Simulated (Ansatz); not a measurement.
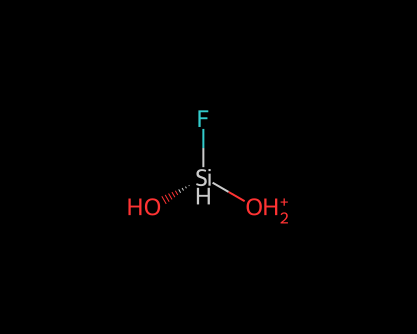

Structural formula above. State: charge +1, singlet. The geometry was computed by an optimisation with PBE0-D4/def2-TZVP. No frequency run is at hand to confirm it as a minimum.

Describe the 3D structure.

The species is FH₄O₂Si⁺. SMILES: `O[Si@@H]([OH2+])F`. It has no ring. Among its groups: Si–H bond, Si–O bond. This geometry has C1 symmetry. Coordination, clear cases only: 1 O bent.

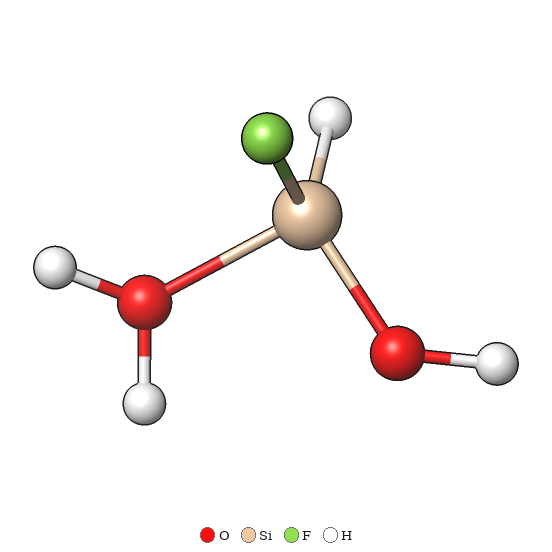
